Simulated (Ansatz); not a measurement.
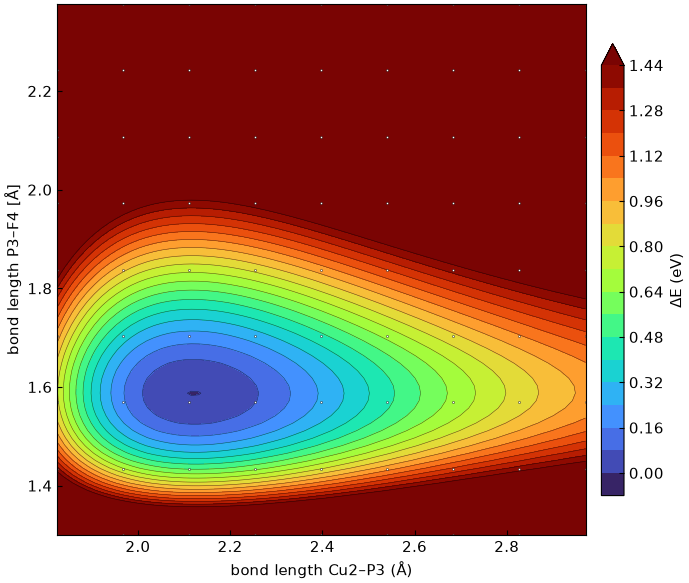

CuF₃HOP, SMILES [OH][Cu-][P+](F)(F)F. First axis: bond length Cu2–P3. Second axis: bond length P3–F4. Nothing is relaxed (all other coordinates rigid). The grid has 9 × 9 points. All energies are given in eV relative to the relaxed molecule at the same level. The reference is spin-restricted, which grows unreliable where a bond is stretched far. Method: RKS B3LYP-D4/def2-SVP (Ansatz 0.2.0).

Drawn: filled contours, dots at the grid points, one colour for all values above the top of the scale. Between grid points the surface is interpolated.

Where is the minimum, and how stiff is the well along each coordinate?

Answer. The interpolated minimum is at bond length Cu2–P3 ≈ 2.121 Å, bond length P3–F4 ≈ 1.583 Å. The curvatures there are about 10 eV/Å² and 35 eV/Å², with a cross term of about 0 eV/Å². Round the minimum the two coordinates are nearly uncoupled.
